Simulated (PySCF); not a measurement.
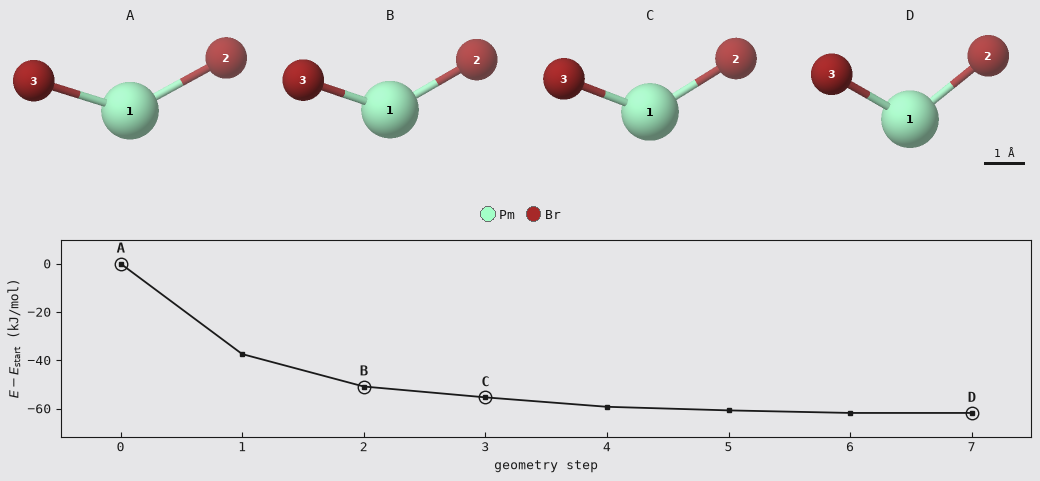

Frames of a relaxation of PmBr2 (charge +1), marked on the history of the run. A ball-and-stick model, seen from a free direction.

Theory: PySCF 2.14.0, RKS PBE0, Pm lcecp-1-SVP with ECP50, Br def2-SVP; non-relativistic Hamiltonian with scalar-relativistic core potentials; density fitting. (symmetry kept (C2v))

> What happens along the run?

The largest moves after the best rigid fit, 0.49 Å, are those of Br2 and Br3. By element the largest moves are Br 0.49 Å, Pm 0.24 Å. Near-neighbour distances that change, for instance: Pm1–Br2 2.818 → 2.579 Å. Bond angles that change, for instance: Br2–Pm1–Br3 131.8° → 108.5°. Over 7 geometry steps the energy falls by 61.8 kJ/mol. The largest force component goes from 2 to 0.011 eV/Å. From step 0 to 2: Br atoms move most (0.25 Å), energy −50.9 kJ/mol. From step 2 to 3: Pm1 moves most (0.07 Å), energy −4.49 kJ/mol. From step 3 to 7: Br atoms move most (0.23 Å), energy −6.46 kJ/mol.
